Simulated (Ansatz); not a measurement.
# F4H7NSi3: what the fields show

```xyz
15

Si   -1.1284    0.5990   -1.0364
F    -0.5027    2.2878   -0.1422
F    -1.4879   -0.8801   -1.5433
F    -2.5593    1.0435   -0.5498
F    -0.5530    1.2138   -2.3690
H     0.0492    1.4075    0.3497
N     0.1183    0.1411    0.1847
Si    1.7285   -0.3095   -0.4397
Si   -0.4264   -0.8656    1.5525
H     1.5954   -1.4024   -1.4273
H     2.5008   -0.7689    0.7408
H     2.3384    0.8961   -1.0402
H    -0.1283   -2.2843    1.2459
H    -1.8780   -0.6457    1.7273
H     0.3333   -0.4324    2.7473
```

A transition-state structure; geometry: PBE0-D4/def2-TZVP.

Method: RKS PBE0-D4/def2-TZVPP (Ansatz).

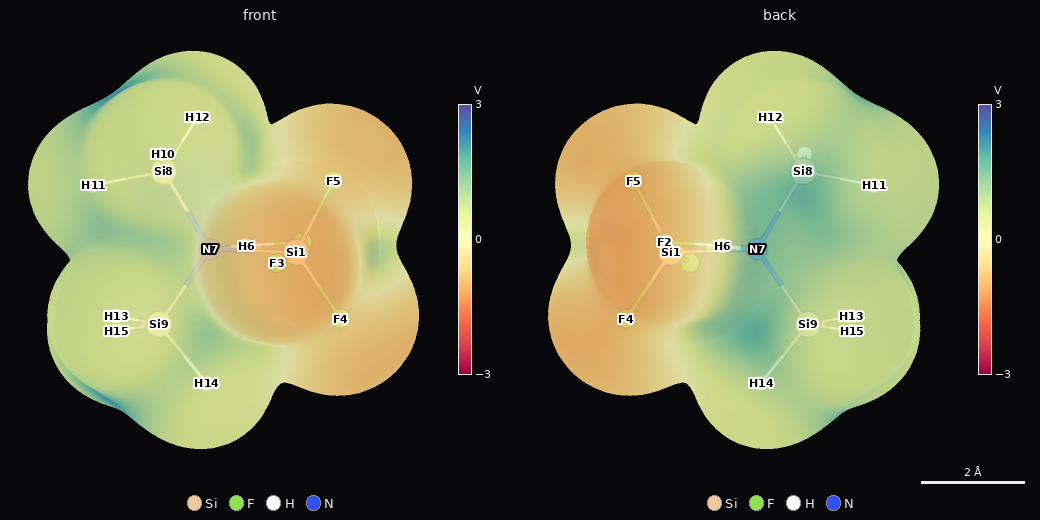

Figure 1. The molecular electrostatic potential painted on the density surface at 0.002 e/bohr³, seen from the front and from behind; red is negative and blue positive.

### Where is the surface potential most negative and most positive?

The most negative region (about −1.2 V) lies over F2, the most positive (about +2.1 V) over Si8 and Si9.

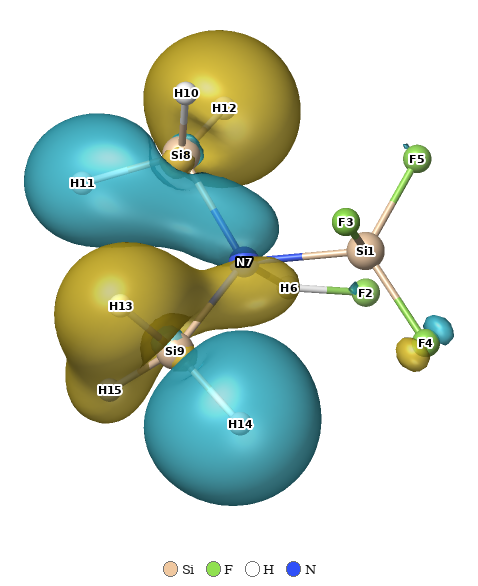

Figure 2. The HOMO−1 at ±0.08 Å⁻³ᐟ² (yellow and cyan are the two phases), seen at a tilt.

### Where does this orbital lie, and at what energy?

Its weight (Hirshfeld) is mainly on Si9 (about 25 %), H14 (about 25 %), Si8 (about 15 %), H12 (about 15 %), H13 (about 5 %) and H11 (about 5 %). Its energy is −10.27 eV.

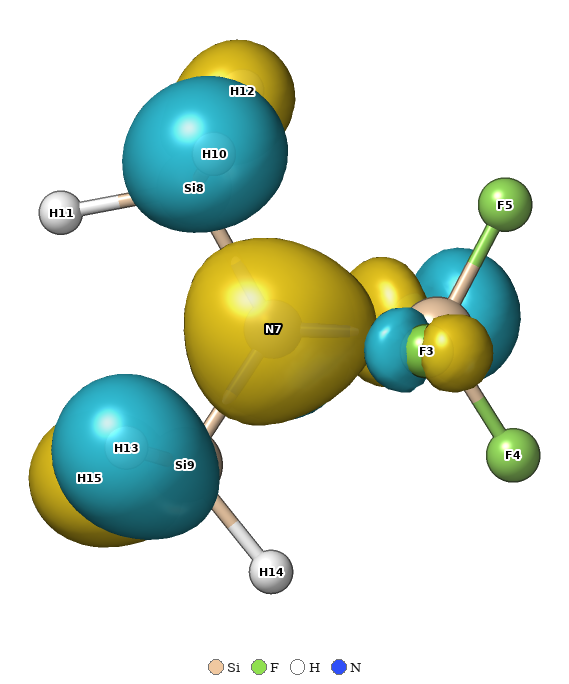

Figure 3. The HOMO at ±0.1 Å⁻³ᐟ² (yellow and cyan are the two phases), seen across its widest extent.

### What is the character of this orbital?

Its weight (Hirshfeld) is mainly on N7 (about 30 %), F2 (about 20 %), Si9 (about 10 %), Si8 (about 10 %), H13 (about 10 %) and H10 (about 10 %). Its energy is −9.36 eV.
